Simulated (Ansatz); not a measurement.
# F− with TeH₂: superposition error and deformation, part 1 of 2

Aim: split the binding of a pair into the counterpoise interaction, the basis-set superposition error and the cost of deforming the fragments.

Method: PBE0-D4 structures, single points in def2-TZVPPD; program: Ansatz 0.2.0, Gaussian basis.

Levels: PBE-D4, revPBE-D4, BLYP-D4, r2SCAN-D4, B97M-V, PBE0-D4, B3LYP-D4, HSE06-D4, wB97X-V, wB97M-V, B2PLYP, Hartree-Fock, MP2, CCSD, CCSD(T).

Correlated methods freeze the cores. Filled d shells of the heavier atoms are correlated. Core potentials replace the inner electrons past krypton, and spin-orbit coupling is left out. B3LYP uses VWN-RPA correlation. B2PLYP carries no dispersion term here.

129 further runs of the same task are left out: 129 set aside as unsound or not needed.

### Step 1. The system as given

The relaxed pair: 4 atoms, charge -1, spin multiplicity 1.

Atoms are counted from 1 here; the program's logs count them from 0.

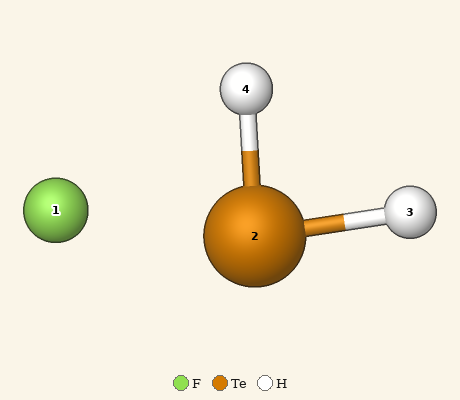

Start geometry, drawn with fluorine green, tellurium orange, hydrogen white; atoms are numbered from 1 in the order of the file.

As a file:

| atom | x (Å) | y (Å) | z (Å) |
| --- | --- | --- | --- |
| F1 | -0.5926 | -0.4699 | -1.9614 |
| Te2 | 0.4743 | 0.2885 | -0.1325 |
| H3 | 0.9333 | 0.6597 | 1.5285 |
| H4 | -0.8151 | -0.4783 | 0.5654 |

Atoms 1 to 1 are fragment A (F−), the rest fragment B (TeH₂). From earlier runs, pair energy (eV) and counterpoise interaction (meV):

| method | E(pair) | interaction |
| --- | --- | --- |
| PBE-D4 | -10042.48827 | -1398 |
| revPBE-D4 | -10045.77161 | -1334 |
| BLYP-D4 | -10043.76970 | -1280 |
| r2SCAN-D4 | -10046.83151 | -1453 |
| B97M-V | -10043.95079 | -1515 |
| PBE0-D4 | -10042.76269 | -1413 |
| B3LYP-D4 | -10047.91979 | -1322 |
| HSE06-D4 | -10042.58649 | -1416 |
| wB97X-V | -10043.67183 | -1321 |
| wB97M-V | -10043.38480 | -1327 |
| B2PLYP | -10038.83165 | -1234 |
| MP2 | -10025.11700 | -1163 |
| CCSD(T) | -10025.25476 | -1188 |

First each fragment is run alone in its own basis, frozen in the shape it has in the pair (a, b).

### Step 2. wB97X-V/def2-TZVPPD

The input, a/in.yaml:

```yaml
crystal:
  periodic: [false, false, false]
  atoms:
    - {symbol: F, position_ang: [-0.592620, -0.469924, -1.961405]}
basis:
  gaussian: {orbitals: "def2-TZVPPD.json"}
total_charge: -1
hamiltonian: {xc: {name: wB97X-V}}
```

The input, b/in.yaml:

```yaml
crystal:
  periodic: [false, false, false]
  atoms:
    - {symbol: Te, position_ang: [0.474330, 0.288473, -0.132450]}
    - {symbol: H, position_ang: [0.933309, 0.659740, 1.528454]}
    - {symbol: H, position_ang: [-0.815117, -0.478289, 0.565400]}
basis:
  gaussian: {orbitals: "def2-TZVPPD.json"}
hamiltonian: {xc: {name: wB97X-V}}
```

The basis file named in the input lies beside it (Basis Set Exchange, JSON).

Each run has its own folder and the same command.

The run is started by

```console
> ansatz run in.yaml --threads 2 --pin off --events-out ev --progress --plain --max-ram 5222MiB
```

a printed:

```text
Functional definition: wB97X-V
  name "wB97X-V"
  cite "Mardirossian & Head-Gordon, Phys. Chem. Chem. Phys. 16, 9904 (2014) doi:10.1039/C3CP54374A"
  cite "Becke, J. Chem. Phys. 107, 8554 (1997) doi:10.1063/1.475007"
  cite "Vydrov & Van Voorhis, J. Chem. Phys. 133, 244103 (2010) doi:10.1063/1.3521275"
  parameter omega = 0.3/bohr
  parameter cx = 0.167
  parameter cx1 = 0.603
  parameter cx2 = 1.194
  parameter css0 = 0.556
  parameter css1 = -0.257
  parameter cos0 = 1.219
  parameter cos1 = -1.850
  parameter b = 6.0
  parameter c = 0.01
  exchange = spin_sum(e_x_unif_sr(omega)*poly(b97_u_x, 1 - cx, cx1, cx2)) + cx*exact_x_sr(omega) + exact_x_lr(omega)
  correlation = spin_sum(e_c_pw_same_spin*poly(b97_u_same, css0, css1))
      + integral(e_c_pw_opposite_spin*poly(b97_u_opposite, cos0, cos1)) + vv10(b, c)
197 factors; their error is unknown
52 factors; integrals over basis functions are off by at most 4.8e-5 eV
mean field evaluation 1: about -2705.5467 eV, gradient 8.9e1 eV
mean field evaluation 2: about -2701.9389 eV, gradient 1.2e2 eV
mean field evaluation 4: about -2717.2989 eV, gradient 4.7e-1 eV
mean field evaluation 8: about -2717.3078 eV, gradient 1.6e-3 eV
mean field -2717.30775250 eV, -99.8592180471 hartree, gradient 5.3e-5 eV, S^2 0.000000; 0 other end points of the search recorded, 0 dependent functions left out
reference -2717.30775130 eV, -99.8592180030 hartree; 5, 5 occupied and 35, 35 virtual orbitals, 197 factors
Total energy: -2717.30775130 eV, -99.8592180030 hartree
```

Output in b (excerpt; [...] marks lines left out):

```text
[... 5 set-up lines as earlier in the session ...]
[...]
      + integral(e_c_pw_opposite_spin*poly(b97_u_opposite, cos0, cos1)) + vv10(b, c)
592 factors; their error is unknown
165 factors; integrals over basis functions are off by at most 1.0e-4 eV
[...]
mean field -7325.03963564 eV, -269.1902415196 hartree, gradient 5.7e-5 eV, S^2 0.000000; 0 other end points of the search recorded, 0 dependent functions left out
reference -7325.03963393 eV, -269.1902414569 hartree; 13, 13 occupied and 80, 80 virtual orbitals, 592 factors
Total energy: -7325.03963393 eV, -269.1902414569 hartree
```

Times: 0.25 s (a), 2 s (b) on 2 threads, shared host.

### Step 3. wB97M-V/def2-TZVPPD

Each input of step 2 (a, b) changes in the same lines:

```diff
-hamiltonian: {xc: {name: wB97X-V}}
+hamiltonian: {xc: {name: wB97M-V}}
```

One command serves all of them, each in its own folder.

The run is started by

```console
> ansatz run in.yaml --threads 2 --pin off --events-out ev --progress --plain --max-ram 5222MiB
```

Output in a (excerpt; [...] marks lines left out):

```text
Functional definition: wB97M-V
  name "wB97M-V"
  cite "Mardirossian & Head-Gordon, J. Chem. Phys. 144, 214110 (2016) doi:10.1063/1.4952647"
[... 2 set-up lines as earlier in the session ...]
  # Of w^i u^j: cxij and so on, Table III.
[...]
  gx(w, u) = 1 - cx + cx01*u + cx10*w
  gss(w, u) = css00 + css04*u^4 + css10*w + css20*w^2 + css43*w^4*u^3
  gos(w, u) = cos00 + cos10*w + (cos20 + cos21*u)*w^2 + (cos60 + cos61*u)*w^6
[...]
      + integral(e_c_pw_mod_opposite_spin*gos(b97_w_opposite, b97_u_opposite)) + vv10(b, c)
197 factors; their error is unknown
52 factors; integrals over basis functions are off by at most 4.8e-5 eV
[...]
mean field -2717.60186938 eV, -99.8700266432 hartree, gradient 1.8e-5 eV, S^2 0.000000; 0 other end points of the search recorded, 0 dependent functions left out
reference -2717.60189901 eV, -99.8700277317 hartree; 5, 5 occupied and 35, 35 virtual orbitals, 197 factors
Total energy: -2717.60189901 eV, -99.8700277317 hartree
```

b printed (excerpt; [...] marks lines left out):

```text
[... 5 set-up lines as earlier in the session ...]
  # Of w^i u^j: cxij and so on, Table III.
[...]
  gx(w, u) = 1 - cx + cx01*u + cx10*w
  gss(w, u) = css00 + css04*u^4 + css10*w + css20*w^2 + css43*w^4*u^3
  gos(w, u) = cos00 + cos10*w + (cos20 + cos21*u)*w^2 + (cos60 + cos61*u)*w^6
[...]
      + integral(e_c_pw_mod_opposite_spin*gos(b97_w_opposite, b97_u_opposite)) + vv10(b, c)
592 factors; their error is unknown
165 factors; integrals over basis functions are off by at most 1.0e-4 eV
[...]
mean field -7324.45122278 eV, -269.1686177457 hartree, gradient 3.6e-5 eV, S^2 0.000000; 0 other end points of the search recorded, 0 dependent functions left out
reference -7324.45127173 eV, -269.1686195445 hartree; 13, 13 occupied and 80, 80 virtual orbitals, 592 factors
Total energy: -7324.45127173 eV, -269.1686195445 hartree
```

Times: 0.3 s (a), 2.3 s (b) on 2 threads, shared host.

### Step 4. B2PLYP/def2-TZVPPD

Each input of step 3 (a, b) changes in the same lines:

```diff
-hamiltonian: {xc: {name: wB97M-V}}
+hamiltonian: {xc: {name: B2PLYP}}
```

The same command starts each run, in its folder.

The run is started by

```console
> ansatz run in.yaml --threads 2 --pin off --events-out ev --progress --plain --max-ram 5222MiB
```

Output in a (excerpt; [...] marks lines left out):

```text
Functional definition: B2PLYP
  name "B2PLYP"
  cite "Grimme, J. Chem. Phys. 124, 034108 (2006) doi:10.1063/1.2148954"
  cite "Becke, Phys. Rev. A 38, 3098 (1988) doi:10.1103/PhysRevA.38.3098"
  cite "Lee, Yang & Parr, Phys. Rev. B 37, 785 (1988) doi:10.1103/PhysRevB.37.785"
[...]
257 factors; integrals over basis functions are off by at most 1.5e-4 eV
[...]
mean field -2714.40500266 eV, -99.7525439580 hartree, gradient 9.1e-6 eV, S^2 0.000000; 0 other end points of the search recorded, 0 dependent functions left out
1 core orbitals not correlated: weight in the atoms' cores, before any rotation towards them, 1.000 or more for the frozen orbitals, at most 0.000 for the correlated occupied ones
reference -2714.40510179 eV, -99.7525476009 hartree; 4, 4 occupied and 35, 35 virtual orbitals, 257 factors
second order -9.42534965 eV of doubles, -0.00000000 eV of singles
Total energy: -2716.94994619 eV, -99.8460689078 hartree
```

b printed (excerpt; [...] marks lines left out):

```text
[... 5 set-up lines as earlier in the session ...]
[...]
709 factors; integrals over basis functions are off by at most 1.2e-3 eV
[...]
mean field -7316.52105506 eV, -268.8771894574 hartree, gradient 2.0e-6 eV, S^2 0.000000; 0 other end points of the search recorded, 0 dependent functions left out
4 core orbitals not correlated: weight in the atoms' cores, before any rotation towards them, 1.000 or more for the frozen orbitals, at most 0.000 for the correlated occupied ones
reference -7316.52117997 eV, -268.8771940476 hartree; 9, 9 occupied and 80, 80 virtual orbitals, 709 factors
second order -15.20127486 eV of doubles, -0.00000000 eV of singles
Total energy: -7320.62552418 eV, -269.0280259153 hartree
```

Times: 0.2 s (a), 1.2 s (b) on 2 threads, shared host.

### Step 5. B97M-V/def2-TZVPPD

The same edit goes into each in.yaml of step 4 (a, b):

```diff
-hamiltonian: {xc: {name: B2PLYP}}
+hamiltonian: {xc: {name: B97M-V}}
```

The same command starts each run, in its folder.

The run is started by

```console
> ansatz run in.yaml --threads 2 --pin off --events-out ev --progress --plain --max-ram 5222MiB
```

a printed (excerpt; [...] marks lines left out):

```text
Functional definition: B97M-V
  name "B97M-V"
  cite "Mardirossian & Head-Gordon, J. Chem. Phys. 142, 074111 (2015) doi:10.1063/1.4907719"
[... 2 set-up lines as earlier in the session ...]
  # Of w^i u^j: cxij and so on, Table III.
[...]
  gx(w, u) = cx00 + cx01*u + cx02*u^2 + (cx10 + cx11*u)*w
  gss(w, u) = css00 + css02*u^2 + css10*w + (css32*w^3 + css42*w^4)*u^2
  gos(w, u) = cos00 + cos01*u + cos03*u^3 + cos10*w + cos32*w^3*u^2
[...]
      + integral(e_c_pw_mod_opposite_spin*gos(b97_w_opposite, b97_u_opposite)) + vv10(b, c)
197 factors; their error is unknown
[...]
mean field -2717.16474812 eV, -99.8539627329 hartree, gradient 8.6e-6 eV, S^2 0.000000; 0 other end points of the search recorded, 0 dependent functions left out
reference -2717.16478331 eV, -99.8539640264 hartree; 5, 5 occupied and 35, 35 virtual orbitals, 197 factors
Total energy: -2717.16478331 eV, -99.8539640264 hartree
```

b printed (excerpt; [...] marks lines left out):

```text
[... 5 set-up lines as earlier in the session ...]
  # Of w^i u^j: cxij and so on, Table III.
[...]
  gx(w, u) = cx00 + cx01*u + cx02*u^2 + (cx10 + cx11*u)*w
  gss(w, u) = css00 + css02*u^2 + css10*w + (css32*w^3 + css42*w^4)*u^2
  gos(w, u) = cos00 + cos01*u + cos03*u^3 + cos10*w + cos32*w^3*u^2
[...]
      + integral(e_c_pw_mod_opposite_spin*gos(b97_w_opposite, b97_u_opposite)) + vv10(b, c)
567 factors; their error is unknown
[...]
mean field -7325.26533914 eV, -269.1985359702 hartree, gradient 4.5e-5 eV, S^2 0.000000; 0 other end points of the search recorded, 0 dependent functions left out
reference -7325.26540150 eV, -269.1985382620 hartree; 13, 13 occupied and 80, 80 virtual orbitals, 567 factors
Total energy: -7325.26540150 eV, -269.1985382620 hartree
```

Wall times: 0.25 s (a), 2.3 s (b) on 2 threads, shared host.

### Step 6. CCSD(T)/def2-TZVPPD

The same edit goes into each in.yaml of step 5 (a, b):

```diff
-hamiltonian: {xc: {name: B97M-V}}
+correlation: {method: ccsd_t}
```

Each run has its own folder and the same command.

The run is started by

```console
> ansatz run in.yaml --threads 2 --pin off --events-out ev --progress --plain --max-ram 5222MiB
```

Output in a (excerpt; [...] marks lines left out):

```text
Functional definition: HF
  name "HF"
  cite "Fock, Z. Phys. 61, 126 (1930) doi:10.1007/BF01340294"
  parent pbe
[...]
257 factors; integrals over basis functions are off by at most 1.5e-4 eV
[...]
mean field -2706.33087263 eV, -99.4558251521 hartree, gradient 3.0e-6 eV, S^2 0.000000; 0 other end points of the search recorded, 0 dependent functions left out
1 core orbitals not correlated: weight in the atoms' cores, before any rotation towards them, 1.000 or more for the frozen orbitals, at most 0.000 for the correlated occupied ones
reference -2706.33087263 eV, -99.4558251521 hartree; 4, 4 occupied and 35, 35 virtual orbitals, 257 factors
second order -7.81390746 eV of doubles, -0.00000000 eV of singles
cycle   1  -7.41661806 eV  change    4.0e-1 eV  update   9.9e-2
[...]
cycle   9  -7.66117946 eV  change    1.9e-6 eV  update   3.4e-6
perturbative correction -0.25873591 eV, -0.0095083692 hartree
Total energy: -2714.25078799 eV, -99.7468766735 hartree
```

Log of b (excerpt; [...] marks lines left out):

```text
[... 4 set-up lines as earlier in the session ...]
[...]
709 factors; integrals over basis functions are off by at most 1.2e-3 eV
[...]
mean field -7296.68438613 eV, -268.1482053199 hartree, gradient 4.8e-6 eV, S^2 0.000000; 0 other end points of the search recorded, 0 dependent functions left out
4 core orbitals not correlated: weight in the atoms' cores, before any rotation towards them, 1.000 or more for the frozen orbitals, at most 0.000 for the correlated occupied ones
reference -7296.68438613 eV, -268.1482053199 hartree; 9, 9 occupied and 80, 80 virtual orbitals, 709 factors
second order -13.05897144 eV of doubles, -0.00000000 eV of singles
cycle   1  -12.42819392 eV  change    6.3e-1 eV  update   7.4e-2
[...]
cycle   9  -12.77773808 eV  change   -5.2e-6 eV  update   5.2e-6
perturbative correction -0.28662488 eV, -0.0105332699 hartree
Total energy: -7309.74874908 eV, -268.6283118032 hartree
```

Times: 0.15 s (a), 1.6 s (b) on 2 threads, shared host.

### Step 7. Relaxing TeH₂ alone

The input, relax-b/in.yaml:

```yaml
crystal:
  periodic: [false, false, false]
  atoms:
    - {symbol: Te, position_ang: [0.474330, 0.288473, -0.132450]}
    - {symbol: H, position_ang: [0.933309, 0.659740, 1.528454]}
    - {symbol: H, position_ang: [-0.815117, -0.478289, 0.565400]}
basis:
  gaussian: {orbitals: def2-TZVP}
hamiltonian: {xc: pbe0, dispersion: d4}
relax: {f_tol: 0.005, max_steps: 200}
```

The run is started by

```console
> ansatz run in.yaml --threads 2 --pin off --events-out ev --progress --plain --max-ram 5222MiB
```

The log of the run (excerpt; [...] marks lines left out):

```text
Functional definition: PBE0
  name "PBE0"
  cite "Adamo & Barone, J. Chem. Phys. 110, 6158 (1999) doi:10.1063/1.478522"
  cite "Perdew, Burke & Ernzerhof, Phys. Rev. Lett. 77, 3865 (1996) doi:10.1103/PhysRevLett.77.3865"
[... 1 set-up line as earlier in the session ...]
[...]
526 factors; their error is unknown
[...]
mean field -7325.70128228 eV, -269.2145565851 hartree, gradient 2.6e-5 eV, S^2 0.000000; 0 other end points of the search recorded, 0 dependent functions left out
[...]
reference -7325.70130564 eV, -269.2145574437 hartree; 13, 13 occupied and 49, 49 virtual orbitals, 526 factors
relax step   1: F+E_penalty+E_count = -7325.72095053 eV  Δ(F+E_penalty+E_count) = +0.000e0 eV  max|allowed force component| = 1.620e0 eV/Å  Δτ_max = 0.0000 Å  (25 SCF iters, accepted)
[...]
relax step   3: F+E_penalty+E_count = -7325.82401030 eV  Δ(F+E_penalty+E_count) = -1.031e-1 eV  max|allowed force component| = 7.057e-2 eV/Å  Δτ_max = 0.0743 Å  (29 SCF iters, accepted)
[...]
relax step   4: F+E_penalty+E_count = -7325.82444133 eV  Δ(F+E_penalty+E_count) = -4.310e-4 eV  max|allowed force component| = 4.821e-3 eV/Å  Δτ_max = 0.0071 Å  (30 SCF iters, accepted)
526 factors; their error is unknown
mean field -7325.80482645 eV, -269.2183617632 hartree, gradient 2.4e-5 eV, S^2 0.000000; 1 other end points of the search recorded, 0 dependent functions left out
[...]
reference -7325.80484987 eV, -269.2183626237 hartree; 13, 13 occupied and 49, 49 virtual orbitals, 526 factors
Total energy: -7325.82446475 eV, -269.2190834573 hartree
Atom 0 at     0.480578     0.296189    -0.058161 Å, force    -0.000089    -0.000018     0.000727 eV/Å
Atom 1 at     0.956269     0.671659     1.482369 Å, force     0.004821     0.003106     0.002025 eV/Å
Atom 2 at    -0.844325    -0.497924     0.537195 Å, force    -0.004732    -0.003088    -0.002752 eV/Å
Dipole moment:    -0.016584    -0.008176     0.041706 e Å
```

It took 2.3 s on 2 threads, shared host.

Relaxation path: (the energy doesn't fall at every step)

| step | energy from step 1 (eV) | largest force component (eV/Å) |
| --- | --- | --- |
| 1 | 0.0000 | 1.6205 |
| 2 | 0.0492 | 2.1593 |
| 3 | -0.1031 | 0.0706 |
| 4 | -0.1035 | 0.0048 |

Distances of close pairs at the start and the end, largest changes first:

| bond | before (Å) | after (Å) | change (Å) |
| --- | --- | --- | --- |
| Te1–H2 | 1.763 | 1.655 | -0.107 |
| Te1–H3 | 1.655 | 1.655 | +0.001 |

### Step 8. PBE-D4/def2-TZVPPD

The input, free-b/in.yaml:

```yaml
crystal:
  periodic: [false, false, false]
  atoms:
    - {symbol: Te, position_ang: [0.480578, 0.296189, -0.058161]}
    - {symbol: H, position_ang: [0.956269, 0.671659, 1.482369]}
    - {symbol: H, position_ang: [-0.844325, -0.497924, 0.537195]}
basis:
  gaussian: {orbitals: "def2-TZVPPD.json"}
hamiltonian: {xc: pbe, dispersion: d4}
```

The run is started by

```console
> ansatz run in.yaml --threads 2 --pin off --events-out ev --progress --plain --max-ram 5222MiB
```

The log of the run:

```text
Functional definition: PBE
  name "PBE"
[... 2 set-up lines as earlier in the session ...]
  parameter kappa = 0.804
  parameter beta = 0.06672455060314922
  exchange = pbe_x(kappa = kappa, mu = beta*pi^2/3)
  correlation = pbe_c(beta = beta)
567 factors; their error is unknown
mean field evaluation 1: about -7324.8645 eV, gradient 1.1e1 eV
mean field evaluation 2: about -7324.8095 eV, gradient 1.4e1 eV
mean field evaluation 4: about -7325.2885 eV, gradient 8.0e-1 eV
mean field evaluation 8: about -7325.2855 eV, gradient 1.3e-2 eV
mean field -7325.28545699 eV, -269.1992752877 hartree, gradient 1.1e-5 eV, S^2 0.000000; 0 other end points of the search recorded, 0 dependent functions left out
reference -7325.28549918 eV, -269.1992768380 hartree; 13, 13 occupied and 80, 80 virtual orbitals, 567 factors
Total energy: -7325.30944047 eV, -269.2001566641 hartree
```

Wall time 0.55 s (2 threads, shared host).

### Step 9. r2SCAN-D4/def2-TZVPPD

free-b/in.yaml: that of step 8 with these lines changed.

```diff
@@ -8,2 +8,2 @@
   gaussian: {orbitals: "def2-TZVPPD.json"}
-hamiltonian: {xc: pbe, dispersion: d4}
+hamiltonian: {xc: r2scan, dispersion: d4}
```

The run is started by

```console
> ansatz run in.yaml --threads 2 --pin off --events-out ev --progress --plain --max-ram 5222MiB
```

The log of the run:

```text
Functional definition: r2SCAN
  name "r2SCAN"
  cite "Furness, Kaplan, Ning, Perdew & Sun, J. Phys. Chem. Lett. 11, 8208 (2020) doi:10.1021/acs.jpclett.0c02405"
  cite "Furness, Kaplan, Ning, Perdew & Sun, J. Phys. Chem. Lett. 11, 9248 (2020) doi:10.1021/acs.jpclett.0c03077"
  parent r2scan
  parameter k0 = 0.174
  parameter k1 = 0.065
  parameter a1 = 4.9479
  exchange = r2scan_x(k0 = k0, k1 = k1, a1 = a1)
  correlation = r2scan_c
567 factors; their error is unknown
mean field evaluation 1: about -7328.1601 eV, gradient 8.8e0 eV
mean field evaluation 2: about -7328.1885 eV, gradient 1.1e1 eV
mean field evaluation 4: about -7328.4060 eV, gradient 6.5e-1 eV
mean field evaluation 8: about -7328.4005 eV, gradient 4.3e-3 eV
mean field evaluation 16: about -7328.4005 eV, gradient 2.2e-6 eV
mean field -7328.40053941 eV, -269.3137524549 hartree, gradient 2.2e-6 eV, S^2 0.000000; 0 other end points of the search recorded, 0 dependent functions left out
reference -7328.40055069 eV, -269.3137528697 hartree; 13, 13 occupied and 80, 80 virtual orbitals, 567 factors
Total energy: -7328.40555669 eV, -269.3139368366 hartree
```

It took 1.1 s on 2 threads, shared host.

### Step 10. PBE0-D4/def2-TZVPPD

free-b/in.yaml: that of step 9 with these lines changed.

```diff
@@ -8,2 +8,3 @@
   gaussian: {orbitals: "def2-TZVPPD.json"}
-hamiltonian: {xc: r2scan, dispersion: d4}
+hamiltonian: {xc: pbe0, dispersion: d4}
+output: {orbitals: {seedname: orbitals}}
```

The run is started by

```console
> ansatz run in.yaml --threads 2 --pin off --events-out ev --progress --plain --max-ram 5222MiB
```

The log of the run (excerpt; [...] marks lines left out):

```text
[... 5 set-up lines as earlier in the session ...]
  parameter a = 0.25
[... 2 set-up lines as earlier in the session ...]
  exchange = (1 - a)*pbe_x(kappa = kappa, mu = beta*pi^2/3) + a*exact_x
[... 1 set-up line as earlier in the session ...]
595 factors; their error is unknown
mean field evaluation 1: about -7325.5607 eV, gradient 5.9e0 eV
mean field evaluation 2: about -7325.6178 eV, gradient 5.5e0 eV
mean field evaluation 4: about -7325.6650 eV, gradient 2.6e-1 eV
mean field evaluation 8: about -7325.8327 eV, gradient 1.2e-2 eV
mean field -7325.83269299 eV, -269.2193858395 hartree, gradient 7.6e-5 eV, S^2 0.000000; 0 other end points of the search recorded, 0 dependent functions left out
reference -7325.83272213 eV, -269.2193869105 hartree; 13, 13 occupied and 80, 80 virtual orbitals, 595 factors
Total energy: -7325.85233701 eV, -269.2201077441 hartree
```

Run time: 0.6 s. Hardware: 2 threads, shared host.

(Continued in part 2 of 2.)
